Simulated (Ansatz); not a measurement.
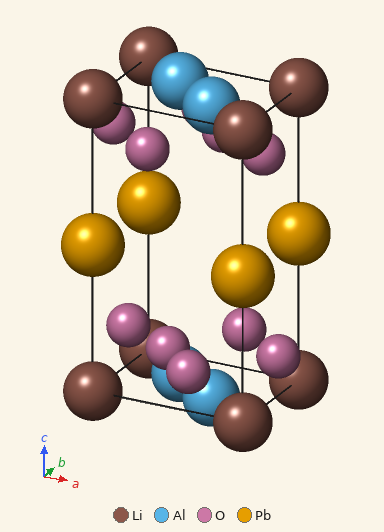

Shown here is a spheres-only view of the crystal, taken slightly off an axis. The simulation cell is drawn as a box.

```
CELL_PARAMETERS angstrom
5.24737 0.00000 0.00000
-2.62368 4.54436 0.00000
0.00000 0.00000 7.36345
ATOMIC_POSITIONS crystal
Li 0.00000 0.00000 0.00000
Al 0.33330 0.66670 0.00000
Al 0.66670 0.33330 0.00000
O 0.00000 0.63615 0.13340
O 0.36385 0.36385 0.13340
O 0.63615 0.00000 0.13340
O 0.36385 0.00000 0.86660
O 0.63615 0.63615 0.86660
O 0.00000 0.36385 0.86660
Pb 0.00000 0.00000 0.50000
```

The calculation used DFT, PAW plane waves, PBE in Ansatz, with a basis cut at 420 eV, 8×8×5 k-mesh, Fermi-Dirac smearing of 0.1 eV, no spin polarisation.

**How are the electrons shared out in a Bader analysis?**

Li +0.89 e; Al +2.53 e; Pb +1.29 e; O -1.21 e.

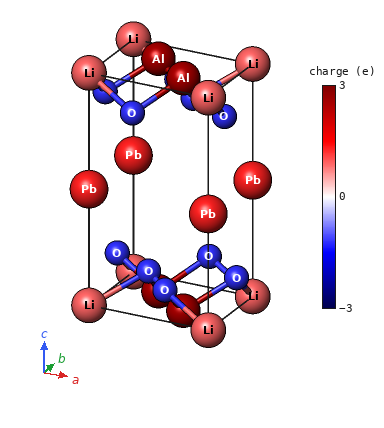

The atoms coloured by those charges.

The geometry is that of a generated cell, made by putting these elements into a known structure type (the compound may or may not exist in this form), without relaxation. It was run through Ansatz as a DFT input.

At this level of theory the cell isn't at rest (stretched, at -9 GPa), so its distances can differ from those at equilibrium, the more so the softer the solid.
